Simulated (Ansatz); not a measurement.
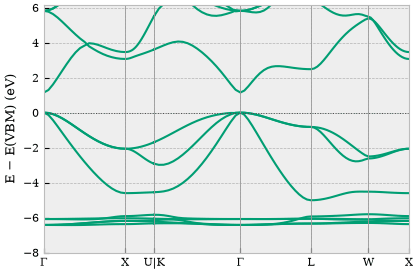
Fig. 1. Band structure from the program Ansatz at the PBE level (PAW)

Q: Read off the gap and where the band edges lie.

A: About 1.1 eV (1.15 eV by a search for the band edges); maximum at Γ, minimum at Γ.

Q: Pick the material that matches.
A. ZnSe, zinc blende
B. CdTe, zinc blende
C. InP, zinc blende
D. GaAs, zinc blende

A: A, ZnSe, zinc blende

Space group F-43m (zinc blende). The cell was relaxed with PBE under the symmetry of its start. Spin–orbit coupling is left out wherever it is not named.

Potentials: the earlier of the program's two PAW sets.
